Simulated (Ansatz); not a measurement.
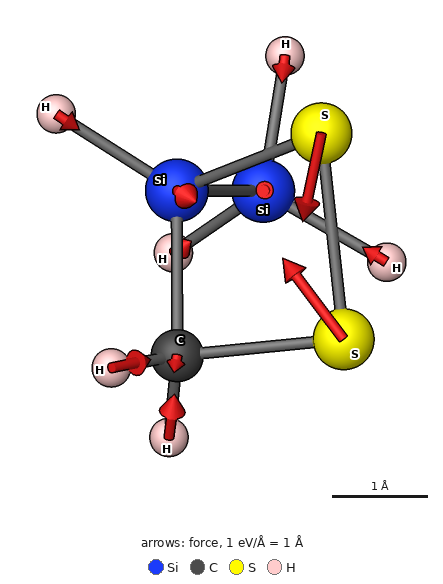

Starting geometry of CH6S2Si2 with the computed forces as red arrows. Style: ball-and-stick. Shown from a free direction.

The start comes from PBE-D4/def2-SVP.

All numbers below come from Ansatz, RKS PBE0-D4/def2-TZVP.

Input file:
```yaml
crystal:
  periodic: [false, false, false]
  atoms:
    - {symbol: Si, position_ang: [-1.868616, -0.075657, 0.124910]}
    - {symbol: Si, position_ang: [0.363453, 0.392865, 0.691843]}
    - {symbol: C, position_ang: [1.586947, -0.654216, -0.323353]}
    - {symbol: S, position_ang: [1.552280, 0.534264, -1.747122]}
    - {symbol: S, position_ang: [1.055740, 2.165884, -0.386151]}
    - {symbol: H, position_ang: [-2.761849, 0.966249, 0.742866]}
    - {symbol: H, position_ang: [-2.018555, -0.058627, -1.369202]}
    - {symbol: H, position_ang: [-2.283886, -1.426973, 0.651223]}
    - {symbol: H, position_ang: [0.590961, 0.479853, 2.180040]}
    - {symbol: H, position_ang: [2.607254, -0.726436, 0.109772]}
    - {symbol: H, position_ang: [1.241672, -1.654306, -0.654326]}
basis:
  gaussian: {orbitals: def2-TZVP}
hamiltonian: {xc: pbe0, dispersion: d4}
relax: {f_tol: 0.005, max_steps: 150}
```

Run as
```bash
ansatz run in.yaml --threads 4 --pin off --events-out ev --progress --plain --max-ram 10444MiB
```

What follows when this structure is relaxed?

Answer. It isn't relaxed: the largest force vector, on S4, is 1.09 eV/Å. The final displacements follow the starting forces only in part (cosine between the two patterns 0.72). The largest move after the best rigid fit is that of H9, 0.047 Å. By element the largest moves are H 0.047 Å, S 0.045 Å, Si 0.028 Å, C 0.008 Å. Some distances before and after: S4–S5 2.182 → 2.115 Å, Si2–S5 2.187 → 2.153 Å, C3–S4 1.855 → 1.827 Å, Si2–C3 1.904 → 1.882 Å. After 6 geometry steps the energy has fallen by 0.076 eV. Largest force component: 1 eV/Å at the start, 0.0014 eV/Å at the end. Cost: 36 s on 4 threads of Arm Neoverse V1, with other jobs on the host.
